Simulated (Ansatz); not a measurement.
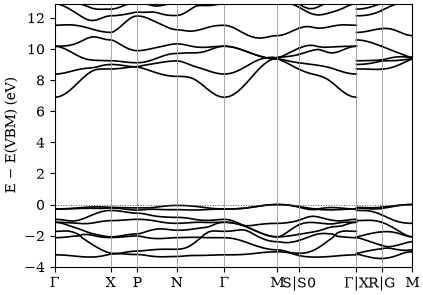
Figure. Band structure from PBE in the plane-wave PAW code Ansatz

Q: Read off the gap and where the band edges lie.

A: About 6.9 eV (6.89 eV by a search for the band edges); maximum at M, minimum at Γ.

The material is SiCO$_{4}$ in space group I-4 (No. 82; Si on 2a, C on 2c, O on 8g).

The start of the workflow was typed in or built on a structure type; neither database checked (COD, Materials Project) lists it. Whether it is the stable phase at ambient conditions was not checked. The PBE relaxation kept the symmetry of its start; whether a distortion lowers the energy is not shown. The volume moved by 18 % from the start of the relaxation.

Potentials: the earlier of the program's two PAW sets.
